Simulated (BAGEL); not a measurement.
# C2H4F2 (SMILES FCCF): HF/3-21G (density fitting with cc-pvqz-jkfit)

What is the vertical ionisation energy of C2H4F2 at HF/3-21G (density fitting with cc-pvqz-jkfit)? 

The results are computed with BAGEL 1.2.2.

### 1 The molecule

The species is C2H4F2 (8 atoms), meant as a singlet with charge 0. As SMILES, `FCCF`. The shape is that of a PBE0-D4/def2-TZVP optimisation. This is one conformer, not always the lowest.

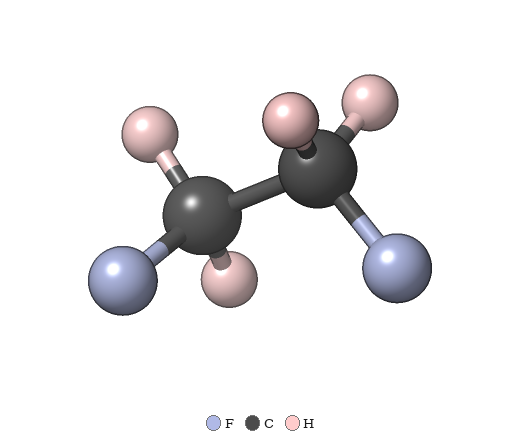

The structure, seen from a chosen angle (fluorine light blue, carbon dark grey, hydrogen pink).

### 2 The energy at HF/3-21G (density fitting with cc-pvqz-jkfit)

Contents of input.json:

```json
{ "bagel" : [

{
  "title" : "molecule",
  "basis" : "3-21g",
  "df_basis" : "cc-pvqz-jkfit",
  "angstrom" : true,
  "geometry" : [
    { "atom" : "F", "xyz" : [   -1.312370,    0.775570,    0.874010 ] },
    { "atom" : "C", "xyz" : [   -0.115750,    0.716060,    0.193200 ] },
    { "atom" : "C", "xyz" : [    0.217900,   -0.696080,   -0.177380 ] },
    { "atom" : "F", "xyz" : [   -0.618130,   -1.153280,   -1.172850 ] },
    { "atom" : "H", "xyz" : [   -0.201180,    1.337840,   -0.702830 ] },
    { "atom" : "H", "xyz" : [    0.670250,    1.117960,    0.841860 ] },
    { "atom" : "H", "xyz" : [    1.248900,   -0.742470,   -0.544780 ] },
    { "atom" : "H", "xyz" : [    0.110390,   -1.355610,    0.688780 ] }
  ]
},
{
  "title" : "hf"
},
{
  "title" : "print",
  "file" : "orbitals.molden",
  "orbitals" : true
}

]}
```

On the command line:

```
BAGEL_NUM_THREADS=1 BAGEL input.json > input.out
```

The log of the run:

```text
* using 1 threads per process

  ===============================================================
  ===============================================================

  *** Geometry ***

  { "atom" : "F", "xyz" : [     -2.480020,      1.465615,      1.651640 ] },
  { "atom" : "C", "xyz" : [     -0.218736,      1.353157,      0.365095 ] },
  { "atom" : "C", "xyz" : [      0.411771,     -1.315401,     -0.335200 ] },
  { "atom" : "F", "xyz" : [     -1.168096,     -2.179383,     -2.216365 ] },
  { "atom" : "H", "xyz" : [     -0.380175,      2.528151,     -1.328156 ] },
  { "atom" : "H", "xyz" : [      1.266589,      2.112638,      1.590885 ] },
  { "atom" : "H", "xyz" : [      2.360079,     -1.403065,     -1.029485 ] },
  { "atom" : "H", "xyz" : [      0.208607,     -2.561732,      1.301606 ] },

  Number of auxiliary basis functions:      628

  Since a DF basis is specified, we compute 2- and 3-index integrals:
    o Being stored without compression. Storage requirement is 0.010 GB

  Number of basis functions:       44
  Number of electrons      :       34

    * METHOD: MOLECULE                             0.21

  *** RHF ***

  === Nuclear Repulsion ===
   128.1346320609

      * DIIS with orbital gradients will be used.

  === RHF iteration (3-21g) ===
      0       -275.29165089          0.02796311           0.02
      1       -275.38445210          0.01572818           0.02
      2       -275.41566851          0.00192111           0.02
      3       -275.41655534          0.00033873           0.02
      4       -275.41658846          0.00011388           0.02
      5       -275.41659260          0.00002161           0.02
      6       -275.41659277          0.00000321           0.02
      7       -275.41659277          0.00000052           0.02
      8       -275.41659277          0.00000020           0.02
      9       -275.41659277          0.00000008           0.02
     10       -275.41659277          0.00000002           0.02
     11       -275.41659277          0.00000001           0.02
    * SCF iteration converged.

    * Permanent dipole moment:
           (   -1.215770,    -0.237868,    -0.188205) a.u.

    * METHOD: HF                                   0.30

    * METHOD: PRINT                                0.00

  ===============================================================
```

Wall time 0.64 s (1 thread of Intel Xeon 6975P-C (Granite Rapids), shared host); peak memory 0.083 GiB.

### 3 The doublet cation, same level

Contents of input.json:

```json
{ "bagel" : [

{
  "title" : "molecule",
  "basis" : "3-21g",
  "df_basis" : "cc-pvqz-jkfit",
  "angstrom" : true,
  "geometry" : [
    { "atom" : "F", "xyz" : [      -1.312370,       0.775570,       0.874010 ] },
    { "atom" : "C", "xyz" : [      -0.115750,       0.716060,       0.193200 ] },
    { "atom" : "C", "xyz" : [       0.217900,      -0.696080,      -0.177380 ] },
    { "atom" : "F", "xyz" : [      -0.618130,      -1.153280,      -1.172850 ] },
    { "atom" : "H", "xyz" : [      -0.201180,       1.337840,      -0.702830 ] },
    { "atom" : "H", "xyz" : [       0.670250,       1.117960,       0.841860 ] },
    { "atom" : "H", "xyz" : [       1.248900,      -0.742470,      -0.544780 ] },
    { "atom" : "H", "xyz" : [       0.110390,      -1.355610,       0.688780 ] }
  ]
},

{
  "title" : "uhf",
  "charge" : 1,
  "nopen" : 1
},

{
  "title" : "print",
  "file" : "orbitals.molden",
  "orbitals" : true
}

]}
```

On the command line:

```
BAGEL_NUM_THREADS=1 BAGEL input.json > input.out
```

The log of the run:

```text
* using 1 threads per process

  ===============================================================
  ===============================================================

  *** Geometry ***

  { "atom" : "F", "xyz" : [     -2.480020,      1.465615,      1.651640 ] },
  { "atom" : "C", "xyz" : [     -0.218736,      1.353157,      0.365095 ] },
  { "atom" : "C", "xyz" : [      0.411771,     -1.315401,     -0.335200 ] },
  { "atom" : "F", "xyz" : [     -1.168096,     -2.179383,     -2.216365 ] },
  { "atom" : "H", "xyz" : [     -0.380175,      2.528151,     -1.328156 ] },
  { "atom" : "H", "xyz" : [      1.266589,      2.112638,      1.590885 ] },
  { "atom" : "H", "xyz" : [      2.360079,     -1.403065,     -1.029485 ] },
  { "atom" : "H", "xyz" : [      0.208607,     -2.561732,      1.301606 ] },

  Number of auxiliary basis functions:      628

  Since a DF basis is specified, we compute 2- and 3-index integrals:
    o Being stored without compression. Storage requirement is 0.010 GB

  Number of basis functions:       44
  Number of electrons      :       34

    * METHOD: MOLECULE                             0.22

  *** Open-shell HF ***

  === Nuclear Repulsion ===
   128.1346320609

      * DIIS with orbital gradients will be used.

  === UHF iteration (3-21g) ===
      0       -274.76546064          0.06389846           0.04
      1       -274.87094016          0.05088383           0.04
      2       -274.91175093          0.03638383           0.04
      3       -274.95437135          0.00175916           0.04
      4       -274.95535661          0.00127239           0.04
      5       -274.95605122          0.00115080           0.04
      6       -274.95762248          0.00091591           0.04
      7       -274.95956516          0.00065576           0.04
      8       -274.95977328          0.00049168           0.04
      9       -274.96043709          0.00054932           0.04
     10       -274.96050420          0.00022698           0.04
     11       -274.96059947          0.00015652           0.04
     12       -274.96061950          0.00008297           0.04
     13       -274.96062455          0.00004948           0.04
     14       -274.96062528          0.00002351           0.04
     15       -274.96062672          0.00001022           0.04
     16       -274.96062681          0.00000666           0.04
     17       -274.96062684          0.00000381           0.04
     18       -274.96062684          0.00000294           0.04
     19       -274.96062685          0.00000201           0.04
     20       -274.96062685          0.00000170           0.04
     21       -274.96062685          0.00000170           0.04
     22       -274.96062685          0.00000179           0.04
     23       -274.96062685          0.00000128           0.04
     24       -274.96062685          0.00000049           0.04
     25       -274.96062685          0.00000036           0.04
     26       -274.96062685          0.00000029           0.04
     27       -274.96062685          0.00000026           0.04
     28       -274.96062685          0.00000021           0.04
     29       -274.96062685          0.00000015           0.04
     30       -274.96062685          0.00000010           0.04
     31       -274.96062685          0.00000004           0.04
     32       -274.96062685          0.00000003           0.04
     33       -274.96062685          0.00000003           0.04
     34       -274.96062685          0.00000002           0.04
     35       -274.96062685          0.00000001           0.04
     36       -274.96062685          0.00000001           0.04
    * SCF iteration converged.

    * S^2 (UHF) is 0.7649

    * Permanent dipole moment:
           (   -1.750338,    -0.342434,    -0.270933) a.u.

    * METHOD: UHF                                  1.57

    * METHOD: PRINT                                0.00

  ===============================================================
```

It took 1.9 s on 1 thread of Intel Xeon 6975P-C (Granite Rapids), shared host; peak memory 0.084 GiB.

### 4 Results

At HF/3-21G (density fitting with cc-pvqz-jkfit):

```
                                          quantity          value
                      singlet C2H4F2: total energy  -275.41659 Eh
                     singlet C2H4F2: dipole moment         3.18 D
                       singlet C2H4F2: HOMO energy      -13.50 eV
                       singlet C2H4F2: LUMO energy        7.12 eV
                     singlet C2H4F2: HOMO–LUMO gap       20.62 eV
                      doublet cation: total energy  -274.96063 Eh
                              doublet cation: ⟨S²⟩          0.765
vertical ionisation energy (to the doublet cation)      12.407 eV
```

Removing an electron at fixed nuclei costs 12.41 eV (286 kcal/mol). The negative HOMO energy of the first species, 13.50 eV, lies 1.09 eV above that difference.
